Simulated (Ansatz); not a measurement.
## Swapping F for I on Sn: the HOMO–LUMO gap

Gas-phase molecules. On one Sn centre, n of the F ligands are replaced by I. The HOMO–LUMO gap y in eV at wB97M-V/def2-TZVPP. Shapes: PBE0-D4/def2-TZVP. Programs: Ansatz 0.2.0.

```
molecule  n  y (eV)
    SnF4  0   13.56
   SnIF3  1    9.79
  SnI2F2  2       ?
    SnI4  4    8.10
```

Fit y = c + s·n to the known rows and predict SnI2F2.


1. Means of the 3 rows: n = 1.66667, y = 10.483.
2. Σ(Δn)² = 8.6667, Σ(Δn·Δy) = -10.227, so the slope is -10.227/8.6667 = -1.18.
3. Intercept: 10.483 − (-1.18) × 1.66667 = 12.450. The largest residual of the fit is 1.48.
4. SnI2F2: 12.450 + (-1.18) × 2 = 10.09 eV.

The run gave 9.01 eV, so the prediction is off by +1.08 eV, within the largest residual. The step per swap drifts from -3.77 to -0.46 eV. Other levels give for SnI2F2: SPW92/def2-TZVPP 2.92; r2SCAN0-D4/def2-TZVPP 5.28; wB97X-V/def2-TZVPP 9.24 eV. Orbital gaps aren't excitation energies, and the LUMO depends on the basis. For atoms past krypton def2 sets carry core potentials with scalar relativity.

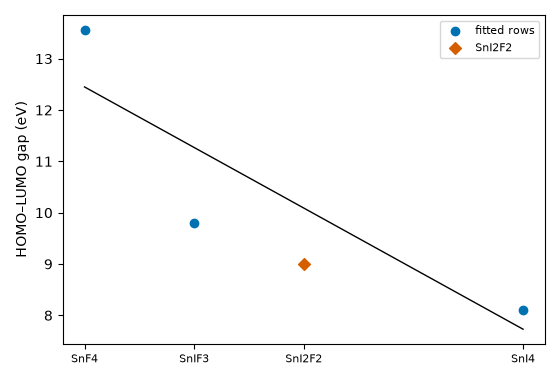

The fitted line, with the withheld member.
